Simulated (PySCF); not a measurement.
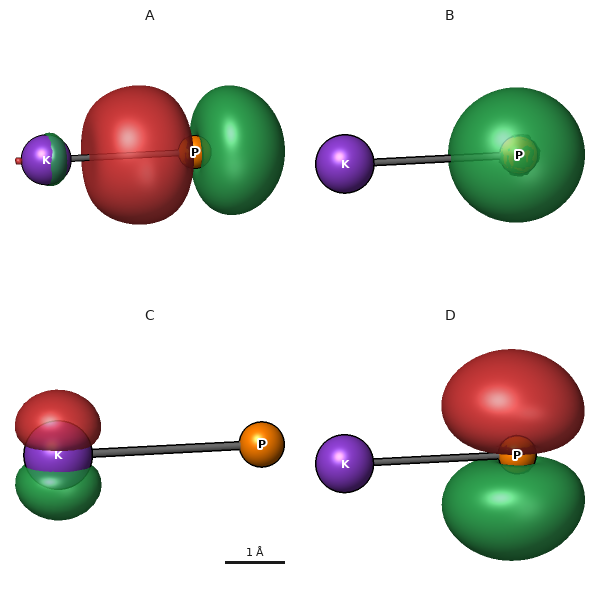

The picture shows: KP (charge +1, quartet). Four frontier β-spin orbitals, each drawn at the value that holds 80 % of its norm (green and red are the two phases), in no order; of a degenerate pair one member is drawn.

These are results of PBE0/aug-pcseg-1, non-relativistic, at a bond length of 3.589 Å (PySCF), not measurements.

Question: Name the orbitals and rank them from lowest to highest energy.

Answer: Orbital C: π, occupied in this spin, −26.72 eV; almost wholly on K.
Orbital B: σ, occupied in this spin, −17.19 eV; almost wholly on P.
Orbital A: σ, empty in this spin, −7.20 eV; mainly on P (85 %).
Orbital D: π, empty in this spin, −6.68 eV; mainly on P (95 %).
